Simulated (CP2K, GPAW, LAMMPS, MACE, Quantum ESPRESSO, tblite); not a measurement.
# Running amorphous Ge (65 atoms) with CP2K

How do the settings of CP2K change the result for amorphous Ge (65 atoms)? A plane-wave run serves as the yardstick.

Method: the method is named at each step, in CP2K 2026.2.

## Step 1: Set-up

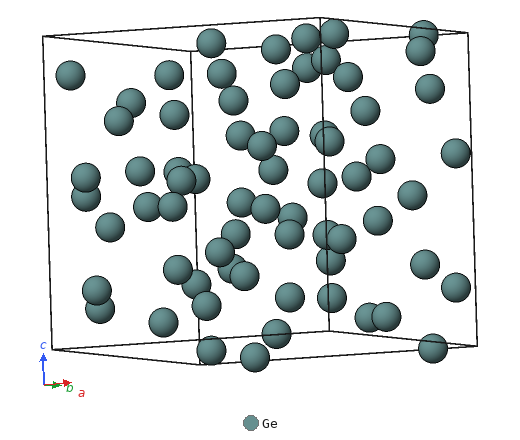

The starting structure, seen slightly off an axis (germanium teal). Some periodic images of atoms are drawn too.

The cell holds 65 atoms: 65 Ge. Its edges and angles: a = 11.613 Å, b = 11.613 Å, c = 11.613 Å, α = 90.0°, β = 90.0°, γ = 90.0°. 65 atoms (65 Ge) placed at random at 5.01 g/cm³, melted at 3500 K for 10 ps at fixed volume with the Tersoff potential (Tersoff, Phys. Rev. B 39, 5566 (1989)). Quenched from 3500 K to 700 K at 5 K/ps and fixed volume, held 5 ps, then minimised at fixed cell.

The yardstick, on the same geometry:

- method: Kohn-Sham DFT, PBE, SSSP efficiency 1.3.0 pseudopotentials, plane waves (Quantum ESPRESSO 7.5); sssp-pbe-1.3.0-efficiency, cutoffs 45/360 Ry, Γ point
- r.m.s. force component: 0.1851 eV/Å
- longest force: 0.6546 eV/Å
- pressure: 1.265 GPa
- time: 14 min on 1 thread of Arm Neoverse V1, shared host
- CPU time: 14 min

## Step 2: PBE, DZVP-UZH, 350/50 Ry, diagonalisation

Method: Kohn-Sham DFT, PBE, GTH-PBE pseudopotentials, Gaussian and plane waves, DZVP-MOLOPT (UZH set), diagonalisation.

Contents of input.inp:

```
&GLOBAL
  PROJECT cell
  RUN_TYPE ENERGY_FORCE
  PRINT_LEVEL LOW
&END GLOBAL
&FORCE_EVAL
  METHOD QS
  STRESS_TENSOR ANALYTICAL
  &DFT
    BASIS_SET_FILE_NAME BASIS_MOLOPT_UZH
    POTENTIAL_FILE_NAME POTENTIAL_UZH
    &MGRID
      CUTOFF 350
      REL_CUTOFF 50
    &END MGRID
    &QS
      EPS_DEFAULT 1.0E-12
    &END QS
    &SCF
      SCF_GUESS ATOMIC
      EPS_SCF 5.0E-06
      MAX_SCF 200
      ADDED_MOS 29
      &DIAGONALIZATION
        ALGORITHM STANDARD
      &END DIAGONALIZATION
      &SMEAR ON
        METHOD FERMI_DIRAC
        ELECTRONIC_TEMPERATURE [K] 580
      &END SMEAR
      &MIXING
        METHOD BROYDEN_MIXING
        ALPHA 0.15
        NBROYDEN 12
      &END MIXING
      &PRINT
        &RESTART OFF
        &END RESTART
      &END PRINT
    &END SCF
    &XC
      &XC_FUNCTIONAL PBE
      &END XC_FUNCTIONAL
    &END XC
    &PRINT
      &MULLIKEN ON
      &END MULLIKEN
      &HIRSHFELD ON
        SHAPE_FUNCTION DENSITY
      &END HIRSHFELD
      &MO ON
        EIGENVALUES T
        OCCUPATION_NUMBERS T
        MO_INDEX_RANGE 119 142
        &EACH
          QS_SCF 0
        &END EACH
        ADD_LAST NUMERIC
      &END MO
    &END PRINT
  &END DFT
  &SUBSYS
    &CELL
      A 11.61260 0.00000 0.00000
      B 0.00000 11.61260 0.00000
      C 0.00000 0.00000 11.61260
    &END CELL
    &COORD
      Ge 2.50008 1.08276 8.37408
      Ge 1.69428 0.47426 2.11361
      Ge 9.83309 3.81218 7.31513
      Ge 4.98041 11.35155 10.69195
      Ge 11.50809 8.03975 10.76674
      Ge 11.13021 10.98912 2.17016
      Ge 7.82387 11.56150 7.15615
      Ge 10.53031 4.10122 9.67306
      Ge 2.47952 4.16753 1.06058
      Ge 0.47948 6.44604 6.89115
      Ge 1.86696 8.00097 2.69261
      Ge 8.37698 1.93698 0.17907
      Ge 0.94376 0.31656 10.11783
      Ge 6.04517 2.06124 3.34942
      Ge 8.66730 5.83173 1.68058
      Ge 7.67895 2.53491 7.21456
      Ge 7.06534 5.65371 9.69594
      Ge 2.08934 8.60970 0.25815
      Ge 5.55686 11.21661 6.37741
      Ge 6.40412 6.78989 1.88391
      Ge 7.80994 7.25555 7.82387
      Ge 11.07110 2.09282 11.14322
      Ge 2.35202 5.66695 3.09406
      Ge 11.58032 10.43044 7.09007
      Ge 2.56557 5.03615 10.26113
      Ge 2.63606 10.99388 0.09093
      Ge 3.68700 3.62917 6.21704
      Ge 0.43861 5.97190 9.40098
      Ge 0.65820 2.63954 1.60056
      Ge 1.65723 4.76953 5.41960
      Ge 4.46133 1.42498 5.09886
      Ge 1.17624 0.84226 6.34362
      Ge 3.61988 3.36823 8.64744
      Ge 9.60130 6.29937 6.14887
      Ge 5.96353 2.02152 11.09607
      Ge 11.10432 8.65557 2.91209
      Ge 6.71824 9.58574 10.79635
      Ge 0.04494 2.95587 5.80618
      Ge 5.36154 9.14899 5.01734
      Ge 9.90752 11.34075 0.00267
      Ge 8.27990 9.63254 8.82093
      Ge 4.82016 5.31996 2.97248
      Ge 9.30378 8.42924 4.63250
      Ge 6.08280 3.41050 9.03333
      Ge 7.79159 0.65065 2.29302
      Ge 1.63401 8.61028 6.64194
      Ge 9.58365 10.68162 5.66637
      Ge 4.82120 3.18952 1.48920
      Ge 10.71425 2.87249 3.59828
      Ge 5.57242 7.34532 6.68386
      Ge 9.13087 4.76198 3.93737
      Ge 8.04451 9.92099 1.18959
      Ge 5.35608 5.18526 5.38534
      Ge 5.86088 7.29097 11.13277
      Ge 4.19819 10.88914 8.37884
      Ge 9.74680 0.61245 3.71917
[... 5 atom lines left out ...]
      Ge 10.77266 10.07753 9.51211
      Ge 3.67434 8.43052 8.12058
      Ge 2.89293 9.28300 4.55609
      Ge 7.14837 8.69319 3.30297
    &END COORD
    &KIND Ge
      BASIS_SET DZVP-MOLOPT-PBE-GTH-q4
      POTENTIAL GTH-PBE-q4
    &END KIND
  &END SUBSYS
  &PRINT
    &FORCES ON
    &END FORCES
    &STRESS_TENSOR ON
    &END STRESS_TENSOR
  &END PRINT
&END FORCE_EVAL
```

Launch:

```
$ OMP_NUM_THREADS=2 cp2k.psmp -i input.inp > output.txt
```

Numbers of over 12 decimals in the logs are rounded to 6 here.

Log:

```text
CP2K| version string:                                       CP2K version 2026.2
 CP2K| Input file name                                                 input.inp
 GLOBAL| Basis set file name                                    BASIS_MOLOPT_UZH
 GLOBAL| Potential file name                                       POTENTIAL_UZH
 GLOBAL| Run type                                                   ENERGY_FORCE
 GLOBAL| Total number of message passing processes                             1
 GLOBAL| Number of threads for this process                                    2
 TOTAL NUMBERS AND MAXIMUM NUMBERS
  Total number of            - Atomic kinds:                                   1
                             - Atoms:                                         65
                             - Shell sets:                                    65
                             - Shells:                                       325
                             - Primitive Cartesian functions:                260
                             - Cartesian basis functions:                    910
                             - Spherical basis functions:                    845
  Maximum angular momentum of the orbital basis functions:                     2
 SCF PARAMETERS         Density guess:                                    ATOMIC
                        max_scf:                                             200
                        eps_scf:                                        5.00E-06
                        added MOs                                        29    0
                        Mixing method:                            BROYDEN_MIXING
                                                charge density mixing in g-space
                        Smear method:                                FERMI_DIRAC
                        Electronic temperature [K]:                        580.0
                        Electronic temperature [a.u.]:                  1.84E-03
                        Accuracy threshold:                             1.00E-10
 Extrapolation method: initial_guess
 Number of electrons:                                                        260
 Number of occupied orbitals:                                                130
 Number of molecular orbitals:                                               159
 Number of orbital functions:                                                845
 Number of independent orbital functions:                                    845
 SCF WAVEFUNCTION OPTIMIZATION
  Step     Update method      Time    Convergence         Total energy    Change
     1 NoMix/Diag. 0.15E+00    3.0     0.39746819      -258.6453792145 -2.59E+02
     2 Broy./Diag. 0.15E+00    3.9     0.02749595      -253.7957464714  4.85E+00
     3 Broy./Diag. 0.15E+00    4.0     0.09705501      -253.9885832448 -1.93E-01
     4 Broy./Diag. 0.15E+00    4.0     0.03342951      -254.9320636152 -9.43E-01
[...]
15 Broy./Diag. 0.15E+00    4.3     0.00001307      -254.9155504061 -2.02E-04
    16 Broy./Diag. 0.15E+00    4.2     0.00000420      -254.9155426537  7.75E-06
  *** SCF run converged in    16 steps ***
  Electronic density on regular grids:       -259.9999999999        0.0000000001
  Core density on regular grids:              259.9999999990       -0.0000000010
  Total charge density on r-space grids:       -0.0000000009
  Total charge density g-space grids:          -0.0000000009
  Overlap energy of the core charge distribution:               3.48826e-07
  Self energy of the core charge distribution:               -542.848111
  Core Hamiltonian energy:                                    127.351324
  Hartree energy:                                             236.094717
  Exchange-correlation energy:                                -75.508903
  Electronic entropic energy:                                  -0.00457076
  Fermi energy:                                                 0.140059
  Total energy:                                              -254.915543
  Total energy (extrapolated to T->0):                       -254.913257
 MO| EIGENVALUES AND OCCUPATION NUMBERS
 MO|
 MO|  Index      Eigenvalue [a.u.]        Eigenvalue [eV]             Occupation
 MO|    119               0.099557               2.709083               2.000000
 MO|    120               0.103225               2.808885               2.000000
 MO|    121               0.105067               2.859016               2.000000
[...]
MO|    141               0.181078               4.927389               0.000000
 MO|    142               0.184946               5.032642               0.000000
 MO| Sum:                                                             260.000000
 MO| E(Fermi):            0.140059 a.u.          3.811210 eV
 !-----------------------------------------------------------------------------!
                     Mulliken Population Analysis
 #  Atom  Element  Kind  Atomic population                           Net charge
       1     Ge       1          4.043270                             -0.043270
       2     Ge       1          4.011506                             -0.011506
       3     Ge       1          4.066469                             -0.066469
[...]
64     Ge       1          3.995898                              0.004102
      65     Ge       1          3.951349                              0.048651
 # Total charge                            260.000000                  0.000000
 !-----------------------------------------------------------------------------!
 !-----------------------------------------------------------------------------!
                           Hirshfeld Charges
  #Atom  Element  Kind  Ref Charge     Population                    Net charge
      1       Ge     1       4.000          4.012                        -0.012
      2       Ge     1       4.000          4.011                        -0.011
      3       Ge     1       4.000          3.997                         0.003
[...]
64       Ge     1       4.000          3.995                         0.005
     65       Ge     1       4.000          3.977                         0.023
  Total Charge                                                           -0.000
 !-----------------------------------------------------------------------------!
 ENERGY| Total FORCE_EVAL ( QS ) energy [hartree]           -254.915449
 FORCES| Atomic forces [hartree/bohr]
 FORCES|   Atom     x               y               z               |f|
 FORCES|      1 -8.84516622E-04  2.36151228E-03 -5.78595078E-03   6.31160330E-03
 FORCES|      2  5.15937521E-03  1.77492431E-03  2.92027273E-03   6.18849753E-03
 FORCES|      3 -1.26918122E-03  4.15049021E-03  1.16202437E-02   1.24043321E-02
[...]
FORCES|     64  5.80131567E-03 -3.12542625E-03 -1.17155879E-03   6.69298908E-03
 FORCES|     65  1.68890453E-03  4.20417587E-03 -4.26035413E-03   6.21917282E-03
 FORCES| Sum    -1.66274844E-07 -7.20389192E-08  1.08489216E-07
 FORCES| Total atomic force                                       2.11203313E-07
 STRESS| Analytical stress tensor [bar]
 STRESS|                        x                   y                   z
 STRESS|      x        3.32038747692E+04   1.13334235810E+04   1.41639521543E+04
 STRESS|      y        1.13334235810E+04   1.50925089726E+04  -2.45305055252E+03
 STRESS|      z        1.41639521543E+04  -2.45305055252E+03   1.21842232639E+04
 STRESS| 1/3 Trace                                             2.01602023352E+04
```

Run time: 81 s. Hardware: 2 threads of Arm Neoverse V1, shared host; peak memory 2.2 GiB.

Banners, paths, timers and routine set-up lines are dropped from the logs unmarked, and long logs keep their key lines alone; longer cuts are marked.

Against the reference:

```yaml
r_m_s_force_component: 0.1912 eV/Å
r_m_s_difference_of_force_components: 29.21 meV/Å
longest_difference_of_force_vectors: 98.93 meV/Å
force_difference_over_r_m_s_force: 15.78 %
slope_of_forces_against_the_reference_s: 1.021
correlation_of_force_components: 0.9885
pressure: 2.016 GPa
pressure_difference: 0.7513 GPa
```

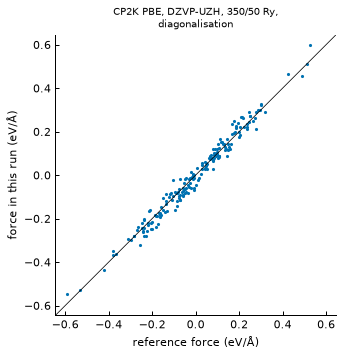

Force components against those of the reference; the line marks equality.

A closer look about Ge28, picked at random: 9 atoms, nearest first, numbered in the order of the input, with positions taken from that point.

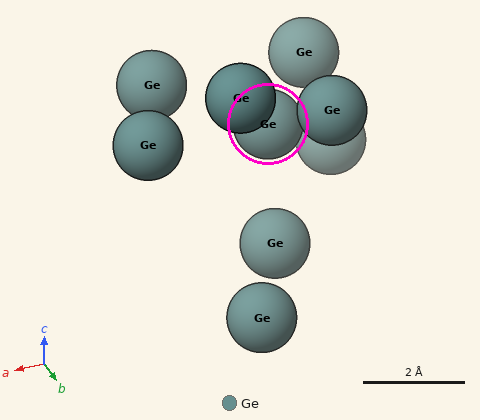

The atoms of the table, within 4.0 Å (arrows a, b, c point along x, y, z); some may hide others; the central atom is ringed.

```
atom      x      y      z  distance (Å)  Hirshfeld charge (e)      Fx      Fy  Fz (eV/Å)
Ge28   0.00   0.00   0.00          0.00                  0.00  -0.015   0.078     -0.281
 Ge8  -1.52  -1.87   0.27          2.43                 -0.01  -0.368  -0.280     -0.097
Ge25   2.13  -0.94   0.86          2.48                  0.01   0.105   0.087      0.233
 Ge5  -0.54   2.07   1.37          2.54                  0.01   0.030   0.066     -0.121
Ge10   0.04   0.47  -2.51          2.55                  0.00  -0.011   0.233     -0.079
Ge57   3.12   1.34   0.96          3.53                 -0.01   0.262  -0.232     -0.085
 Ge3  -2.22  -2.16  -2.09          3.73                  0.00  -0.065   0.213      0.598
Ge18   1.65   2.64   2.47          3.97                  0.00  -0.203  -0.018      0.298
Ge46   1.20   2.64  -2.76          4.00                 -0.01   0.116  -0.078      0.080
```

Forces lie 16 % from the reference's, at 0.17 times its CPU time (on 2 against 1 cores).

## Step 3: PBE, TZV2P-UZH, 350/50 Ry, diagonalisation

Method: Kohn-Sham DFT, PBE, GTH-PBE pseudopotentials, Gaussian and plane waves, TZV2P-MOLOPT (UZH set), diagonalisation.

Edit input.inp of step 2 so:

```diff
@@ -71,3 +71,3 @@
     &KIND Ge
-      BASIS_SET DZVP-MOLOPT-PBE-GTH-q4
+      BASIS_SET TZV2P-MOLOPT-PBE-GTH-q4
       POTENTIAL GTH-PBE-q4
```

Launch:

```
$ OMP_NUM_THREADS=1 mpirun -np 4 cp2k.psmp -i input.inp > output.txt
```

Log:

```text
CP2K| version string:                                       CP2K version 2026.2
 CP2K| Input file name                                                 input.inp
 GLOBAL| Basis set file name                                    BASIS_MOLOPT_UZH
 GLOBAL| Potential file name                                       POTENTIAL_UZH
 GLOBAL| Run type                                                   ENERGY_FORCE
 GLOBAL| Total number of message passing processes                             4
 GLOBAL| Number of threads for this process                                    1
[... lines left out ...]
                        Smear method:                                FERMI_DIRAC
[... lines left out ...]
 Number of electrons:                                                        260
[... lines left out ...]
  Step     Update method      Time    Convergence         Total energy    Change
[... lines left out ...]
  *** SCF run converged in    17 steps ***
[... lines left out ...]
  Fermi energy:                                                 0.138973
  Total energy:                                              -255.105061
  Total energy (extrapolated to T->0):                       -255.102791
[... lines left out ...]
 MO| E(Fermi):            0.138973 a.u.          3.781658 eV
[... lines left out ...]
     65       Ge     1       4.000          3.977                         0.023
  Total Charge                                                           -0.000
 !-----------------------------------------------------------------------------!
 ENERGY| Total FORCE_EVAL ( QS ) energy [hartree]           -255.104940
 FORCES| Atomic forces [hartree/bohr]
 FORCES|   Atom     x               y               z               |f|
 FORCES|      1 -1.47820654E-04  2.35630646E-03 -5.99162671E-03   6.44000169E-03
 FORCES|      2  4.64045516E-03  1.63385673E-03  2.49295609E-03   5.51526445E-03
 FORCES|      3 -1.22793673E-03  5.60513617E-03  1.03099045E-02   1.17991318E-02
[...]
FORCES|     64  5.74140596E-03 -3.06394308E-03 -4.50119979E-04   6.52335018E-03
 FORCES|     65  2.77635174E-03  3.88810081E-03 -4.61930811E-03   6.64555975E-03
 FORCES| Sum    -3.78887275E-08  1.07581264E-07 -9.87918726E-08
 FORCES| Total atomic force                                       1.50894394E-07
 STRESS| Analytical stress tensor [bar]
 STRESS|                        x                   y                   z
 STRESS|      x        3.16384878076E+04   1.10829245291E+04   1.39287455995E+04
 STRESS|      y        1.10829245291E+04   1.39875551967E+04  -2.38775799637E+03
 STRESS|      z        1.39287455995E+04  -2.38775799637E+03   1.10911194896E+04
 STRESS| 1/3 Trace                                             1.89057208313E+04
```

Run time: 1.8 min. Hardware: 4 MPI ranks; peak memory 4.8 GiB; 7.1 min of CPU time.

Numbers from this run, and their distance from the reference:

```
r.m.s. force component                  : 0.1889 eV/Å
r.m.s. difference of force components   : 12.21 meV/Å
longest difference of force vectors     : 43.53 meV/Å
force difference over r.m.s. force      : 6.594 %
slope of forces against the reference's : 1.018
correlation of force components         : 0.9981
pressure                                : 1.891 GPa
pressure difference                     : 0.6259 GPa
```

Against the first run (16 %), the force difference from the reference is 6.6 %, at 2.9 times the CPU time (on 4 against 2 cores), with 1885 basis functions against 845: the larger basis brings the forces nearer.

(Part 1 of 3 ends here.)

[Also dropped from logs without a mark: logging warnings of Python, and SIESTA's first energy breakdown and zero terms.]

[Logs are printed without paths, hosts, clocks, repeated set-up lines and the standing remarks that a program may print on its own settings, such as how far it seeks lower states.]

[Hosts, paths, dates, database ids (printed as entryN), source tags and the programs' standing remarks are cut or masked in the printed files.]
